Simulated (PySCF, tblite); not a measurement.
# C5H10O+ (doublet): geometry, infrared bands and EPR parameters

Wanted: the infrared bands and EPR parameters of C5H10O+ (doublet) (`C[CH+][C](C)OC`), by calculation.

The runs use tblite 0.8.0 and PySCF 2.14.0, with density-fitted response routines of our own; the level of theory stands in each step. All values are computed, except where a source is named. Atoms count from 0, in the outputs and in this text.

### 1 The starting structure

16 atoms, charge 1, multiplicity 2; geometry from: force field or distance geometry start.

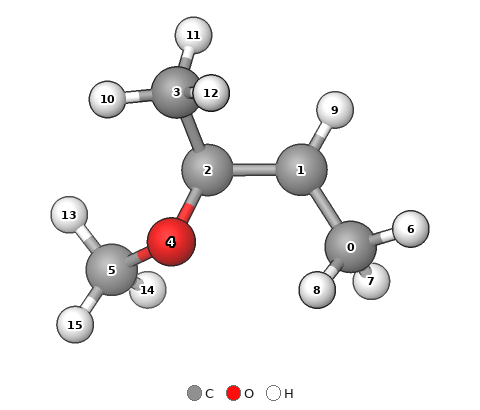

As it starts; carbon grey, oxygen red, hydrogen white, atoms numbered.

### 2 Optimising the geometry with GFN2-xTB

What the job is given:

```
{"job": {"kind": "relax", "xc": "GFN2-xTB", "basis": "xTB"}, "charge": 1, "multiplicity": 2}
C     -2.023400     0.790500     0.509200
C     -1.249800    -0.345000    -0.039700
C      0.238700    -0.368600    -0.038800
C      0.663000    -1.756200     0.386000
O      0.801000     0.571000     0.834200
C      1.802400     1.201900     0.090700
H     -3.006800     0.413500     0.904100
H     -2.292300     1.550900    -0.240800
H     -1.518700     1.262600     1.381200
H     -1.793000    -1.214000    -0.429700
H      1.756200    -1.711000     0.580000
H      0.414800    -2.475900    -0.428200
H      0.067300    -1.977600     1.330100
H      2.470000     0.387400    -0.293600
H      1.287200     1.750000    -0.728700
H      2.376000     1.929400     0.707400
```

The run is started by

```sh
OMP_NUM_THREADS=1 python probes_run.py task.json out
```

This one command runs all jobs of the session in turn.

Log:

```text
step      E/eV     max force
  0    -524.96448    6.051
  1    -525.63150    3.944
  2    -526.19373    1.532
  3    -526.31163    1.079
  4    -526.44691    1.080
  5    -526.53183    0.969
  6    -526.60744    0.732
  7    -526.65661    0.746
  8    -526.71615    0.560
  9    -526.76298    0.577
 10    -526.80383    0.450
 11    -526.82999    0.411
 12    -526.85053    0.395
 13    -526.87499    0.447
 14    -526.90093    0.558
 15    -526.92901    0.641
 16    -526.96519    0.585
 17    -527.01297    0.596
 18    -527.06786    0.578
 19    -527.11524    0.439
 20    -527.14641    0.471
 21    -527.16933    0.491
 22    -527.18649    0.336
 23    -527.19408    0.362
 24    -527.20254    0.235
 25    -527.20778    0.220
 26    -527.21424    0.190
 27    -527.22221    0.307
 28    -527.22912    0.237
 29    -527.23352    0.185
 30    -527.23639    0.143
 31    -527.23884    0.125
 32    -527.24158    0.132
 33    -527.24343    0.094
 34    -527.24528    0.107
 35    -527.24697    0.107
 36    -527.24869    0.120
 37    -527.25024    0.111
 38    -527.25157    0.082
 39    -527.25264    0.085
 40    -527.25345    0.094
 41    -527.25401    0.067
 42    -527.25441    0.045
 43    -527.25478    0.048
 44    -527.25520    0.071
 45    -527.25564    0.074
 46    -527.25606    0.048
 47    -527.25645    0.053
 48    -527.25690    0.067
 49    -527.25751    0.084
 50    -527.25827    0.087
 51    -527.25914    0.081
 52    -527.26013    0.081
 53    -527.26139    0.132
 54    -527.26292    0.172
 55    -527.26433    0.135
 56    -527.26520    0.056
 57    -527.26564    0.052
 58    -527.26609    0.073
 59    -527.26692    0.119
 60    -527.26816    0.131
 61    -527.26955    0.093
 62    -527.27042    0.090
 63    -527.27105    0.101
 64    -527.27190    0.074
 65    -527.27322    0.064
 66    -527.27486    0.074
 67    -527.27664    0.096
 68    -527.27804    0.112
 69    -527.28071    0.123
 70    -527.28390    0.161
 71    -527.28943    0.228
 72    -527.29418    0.322
 73    -527.30652    0.283
 74    -527.31961    0.283
 75    -527.32752    0.184
 76    -527.33413    0.268
 77    -527.34091    0.162
 78    -527.34598    0.176
 79    -527.35003    0.242
 80    -527.35330    0.252
 81    -527.35776    0.231
 82    -527.36241    0.188
 83    -527.36590    0.172
 84    -527.36919    0.231
 85    -527.37143    0.173
 86    -527.37322    0.125
 87    -527.37465    0.107
 88    -527.37659    0.124
 89    -527.37806    0.122
 90    -527.37981    0.136
 91    -527.38174    0.135
 92    -527.38323    0.134
 93    -527.38495    0.090
 94    -527.38643    0.101
 95    -527.38745    0.059
 96    -527.38818    0.042
 97    -527.38842    0.049
 98    -527.38868    0.037
 99    -527.38895    0.023
100    -527.38911    0.025
101    -527.38920    0.026
102    -527.38929    0.024
103    -527.38939    0.019
104    -527.38947    0.023
105    -527.38954    0.024
106    -527.38963    0.028
107    -527.38973    0.023
108    -527.38982    0.021
109    -527.38988    0.022
110    -527.38993    0.021
111    -527.38997    0.018
112    -527.39002    0.015
113    -527.39007    0.014
114    -527.39010    0.015
115    -527.39011    0.016
116    -527.39013    0.013
117    -527.39016    0.012
118    -527.39018    0.011
119    -527.39019    0.006
```

It took 0.44 s on 1 thread of Arm Neoverse V2, shared host.

Step by step: (not every step is listed)

```tsv
step	energy from step 0 (eV)	largest force (eV/Å)
0	0.0000	6.0507
1	-0.6670	3.9441
2	-1.2292	1.5319
3	-1.3472	1.0787
4	-1.4824	1.0805
5	-1.5674	0.9688
6	-1.6430	0.7317
7	-1.6921	0.7464
8	-1.7517	0.5595
18	-2.1034	0.5782
28	-2.2646	0.2365
38	-2.2871	0.0817
48	-2.2924	0.0671
58	-2.3016	0.0734
68	-2.3136	0.1125
78	-2.3815	0.1763
88	-2.4121	0.1239
98	-2.4242	0.0367
108	-2.4253	0.0209
114	-2.4256	0.0151
115	-2.4256	0.0162
116	-2.4257	0.0130
117	-2.4257	0.0123
118	-2.4257	0.0106
119	-2.4257	0.0061
```

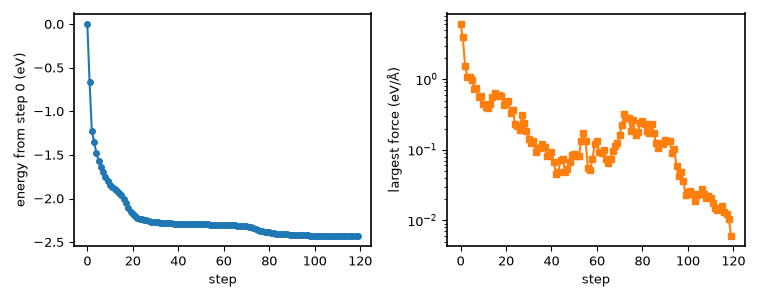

Energy and force, step by step.

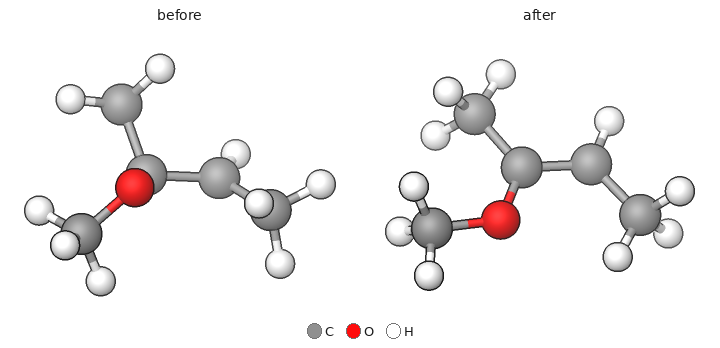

The geometry before (left) and after (right).

Close pairs (by a distance rule), those that changed most:

```tsv
bond	before (Å)	after (Å)	change (Å)
C2–O4	1.400	1.309	-0.091
C1–C2	1.489	1.398	-0.090
C3–H12	1.138	1.085	-0.053
C2–C3	1.512	1.477	-0.035
C0–H6	1.125	1.097	-0.028
C0–C1	1.480	1.453	-0.027
C0–H8	1.113	1.086	-0.027
C5–H13	1.121	1.094	-0.027
```

The end geometry stands in the next job.

### 3 Vibrational analysis with GFN2-xTB

What the job is given:

```
{"job": {"kind": "ir", "xc": "GFN2-xTB", "basis": "xTB"}, "charge": 1, "multiplicity": 2}
C     -2.268969     0.813289     0.404485
C     -1.410542    -0.358112     0.438082
C     -0.018239    -0.322688     0.313311
C      0.793753    -1.556181     0.353343
O      0.532084     0.854997     0.158965
C      1.925613     1.011864     0.024753
H     -2.856656     0.870597     1.328946
H     -3.038385     0.691227    -0.367263
H     -1.722707     1.739104     0.251152
H     -1.875727    -1.324992     0.569167
H      1.532113    -1.505068     1.157979
H      1.362526    -1.670866    -0.573272
H      0.176968    -2.437119     0.496734
H      2.303856     0.481204    -0.854440
H      2.102220     2.080689    -0.086741
H      2.454494     0.641000     0.908357
```

Log:

```text
mode    cm-1     km/mol
  1     126.4     15.94
  2     133.8      4.68
  3     137.6      4.61
  4     195.2      0.10
  5     205.3      3.44
  6     218.1      0.01
  7     312.6      0.43
  8     451.2      3.71
  9     493.5      1.80
 10     574.5      3.28
 11     734.0     12.38
 12     817.5      1.35
 13     895.8     32.94
 14     961.4     31.39
 15     969.3     16.94
 16    1010.2     25.87
 17    1072.2      0.26
 18    1094.7     34.25
 19    1123.5     11.20
 20    1185.2     51.76
 21    1225.3     25.63
 22    1314.1    296.84
 23    1342.8     27.96
 24    1349.7     19.61
 25    1363.5    104.05
 26    1385.4    103.03
 27    1401.7      0.75
 28    1404.3     22.39
 29    1418.2     22.71
 30    1422.8     49.39
 31    1438.3     28.59
 32    1508.7     11.02
 33    2900.1     23.04
 34    2948.3     64.56
 35    2948.7      1.04
 36    2962.0      7.89
 37    2965.0      3.15
 38    2989.5     12.51
 39    3042.8      7.81
 40    3069.6      6.77
 41    3082.9      1.42
 42    3088.5      1.17
```

Run time: 0.29 s. Hardware: 1 thread of Arm Neoverse V2, shared host.

Which atoms move in the most intense modes:

```tsv
cm⁻¹	km/mol	atoms
896	32.9	H6 26 %, H7 24 %, C0 16 %, C1 16 %
1095	34.2	O4 42 %, C5 21 %
1185	51.8	C1 35 %, C0 25 %, H8 20 %
1314	296.8	H7 41 %, H6 40 %, C0 12 %
1364	104.0	H10 28 %, H11 28 %, C2 16 %, C3 12 %
1385	103.0	H15 23 %, H13 23 %
1423	49.4	H14 35 %, H12 17 %, H15 16 %, H13 14 %
2948	64.6	H7 51 %, H6 41 %
```

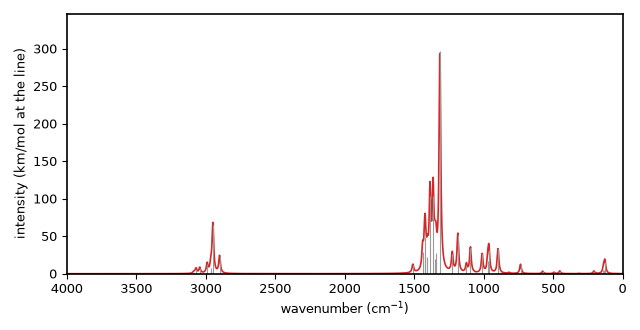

The infrared spectrum from these modes, unscaled. Lines are broadened to a width of 14 cm⁻¹ (Lorentzian).

### 4 g tensor and hyperfine couplings: B3LYP/pcH-1

Same as in step 3 but for these lines:

```diff
@@ -1,2 +1,2 @@
-{"job": {"kind": "ir", "xc": "GFN2-xTB", "basis": "xTB"}, "charge": 1, "multiplicity": 2}
+{"job": {"kind": "epr", "basis": "pcH-1"}, "charge": 1, "multiplicity": 2}
 C     -2.268969     0.813289     0.404485
```

Method: UKS B3LYP, pcH-1 on C H O, non-relativistic, mean-field spin-orbit, GIAO.

Log:

```text
UKS, coarse grid
  cycle   1  E = -271.43048187  |g| = 3.96e-01
  cycle   2  E = -271.32992715  |g| = 6.56e-01
  cycle   3  E = -271.48551760  |g| = 1.20e-01
  cycle   4  E = -271.49075326  |g| = 4.08e-02
  cycle   5  E = -271.49143076  |g| = 9.22e-03
  cycle   6  E = -271.49146989  |g| = 4.13e-03
  cycle   7  E = -271.49147895  |g| = 1.16e-03
  cycle   8  E = -271.49148047  |g| = 5.62e-04
UKS, final grid
  cycle   1  E = -271.49151323  |g| = 6.58e-04
  cycle   2  E = -271.49151301  |g| = 9.69e-04
  cycle   3  E = -271.49151347  |g| = 1.53e-04
  cycle   4  E = -271.49151348  |g| = 5.45e-05
  cycle   5  E = -271.49151348  |g| = 2.48e-05
E = -271.49151348 Eh   <S^2> = 0.7539 (exact 0.7500)
g shifts (ppm)      1          2          3
  rmc          -184       -184       -184
  gc             -4         30         30
  oz_so         -12       1245       2989
  total        -200       1091       2835
hyperfine (MHz)  atom isotope    a_iso     a_fc   dipolar eigenvalues
    0   13C     -20.83     -20.83     -4.46     -1.72      6.18
    1   13C      40.18      40.18    -48.42    -47.00     95.41
    2   13C     -11.36     -11.36    -17.07    -12.95     30.02
    3   13C      -8.15      -8.15     -2.01      0.14      1.87
    4   17O     -23.79     -23.79    -74.51     36.28     38.23
    5   13C      -8.26      -8.26     -1.88      0.90      0.98
    6    1H     117.97     117.97     -5.35     -2.92      8.27
    7    1H     111.71     111.71     -5.30     -2.92      8.22
    8    1H      -0.11      -0.11     -3.82     -1.25      5.07
    9    1H     -39.91     -39.91    -22.46     -3.37     25.83
   10    1H      43.74      43.74     -3.09     -1.91      5.01
   11    1H      44.81      44.81     -3.08     -1.96      5.03
   12    1H      -0.81      -0.81     -3.13     -2.45      5.58
   13    1H      40.17      40.17     -2.99     -1.38      4.36
   14    1H      -0.56      -0.56     -2.34     -2.31      4.64
   15    1H      40.30      40.30     -2.99     -1.39      4.38
```

Wall time 38 s (1 thread of Arm Neoverse V2, shared host); peak memory 0.9 GiB.

Principal g values 2.00212, 2.00341, 2.00515; g(iso) = 2.00356, against 2.00232 for a free electron.

Mean a(iso) over the nuclei that a row names, and the largest dipolar term of the row (other rows stand at the frozen geometry):

```tsv
nuclei	isotope	a(iso) (MHz)	a(iso) (G, at g = 2.0023)	largest dipolar term (MHz)
H6, H7, H8	1H	76.5	27.3	8.3
C1	13C	40.2	14.3	95.4
H9	1H	-39.9	-14.2	25.8
H10, H11, H12	1H	29.2	10.4	5.6
H13, H14, H15	1H	26.6	9.5	4.6
O4	17O	-23.8	-8.5	-74.5
C0	13C	-20.8	-7.4	6.2
C2	13C	-11.4	-4.1	30.0
C5	13C	-8.3	-2.9	-1.9
C3	13C	-8.2	-2.9	-2.0
```

Mulliken spin populations:

C0 -0.03; C1 0.59; C2 0.15; C3 -0.02; O4 0.20; C5 -0.01; H6 0.04; H7 0.04; H8 0.00; H9 -0.03; H10 0.02; H11 0.02; H12 0.00; H13 0.02; H14 0.00; H15 0.02

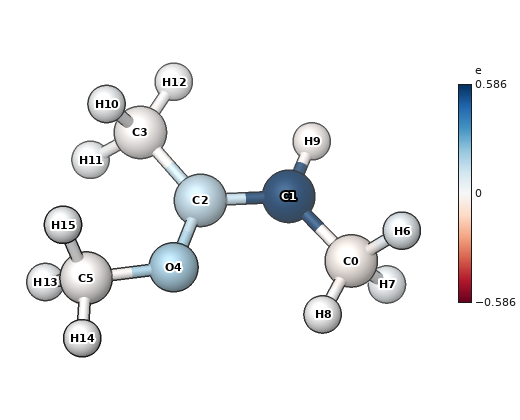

Mulliken spin populations, as colours on the atoms.

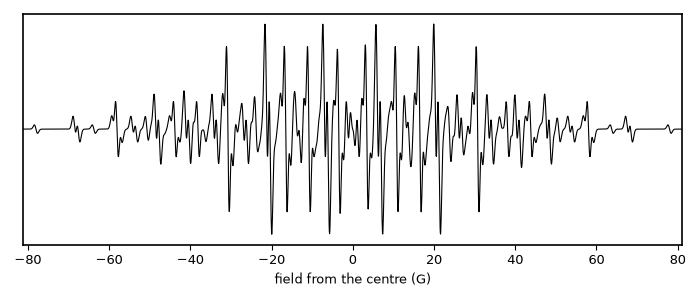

First-order isotropic spectrum (first derivative, main isotopes with spin only, couplings over 0.8 MHz, Gaussian width 0.4 G; couplings of the frozen geometry, rotation of groups not averaged beyond the rows shown).

Orbitals, density, ELF and potential are computed afterwards from the orbital file.

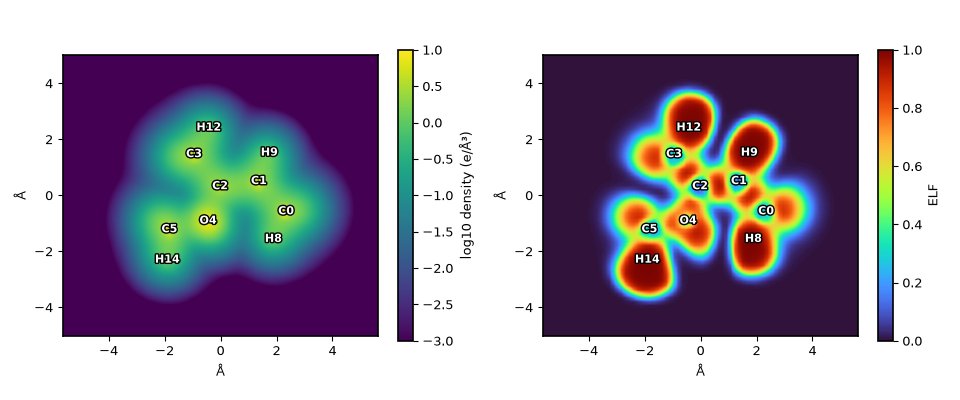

Density (left) and ELF (right) in a plane through or near 10 of the atoms.

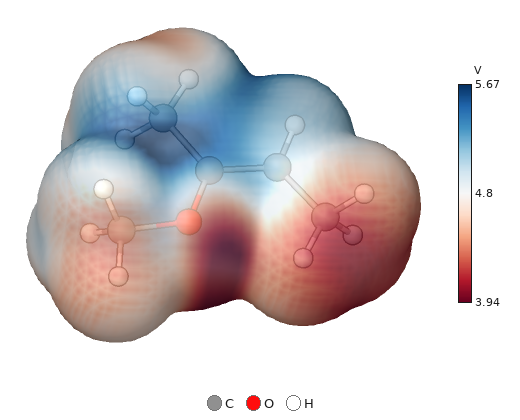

The potential that a unit positive charge feels on the 0.002 e/bohr³ surface, from 3.94 V near O4 to 5.67 V near H11.

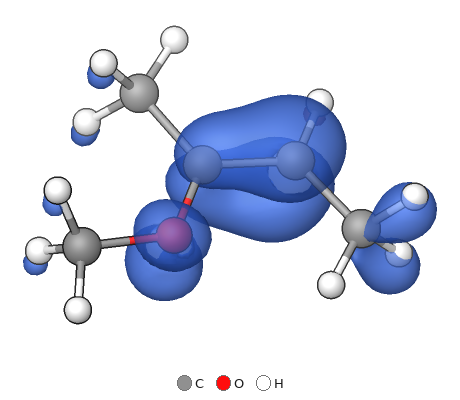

Spin density at ±0.03 e/Å³ (alpha excess blue, beta excess red).

### 5 Outcome

| quantity | value |
| --- | --- |
| strongest single infrared mode (GFN2-xTB) | 1314 cm⁻¹, 297 km/mol |
| zero-point energy (GFN2-xTB) | 84.8 kcal/mol |
| g(iso) (B3LYP) | 2.00356 |
| ⟨S²⟩ | 0.754 (exact 0.75) |
| largest a(iso) (averaged by class) | 1H on H6, H7, H8, 76.5 MHz |

**Reading.** Over 119 steps the energy fell by 2.426 eV; of the close pairs, C2–O4 changed most, 1.400 to 1.309 Å. All 42 modes are real, so the xTB geometry is a minimum. The strongest single mode, at 1314 cm⁻¹, moves mainly H7 and H6. Unscaled tight-binding wavenumbers are off by several per cent, some by more. Its intensities can rank the bands wrongly. C1 carries the largest spin population, 0.59 e. The isotropic g lies 1.2 ppt above the free-electron value.
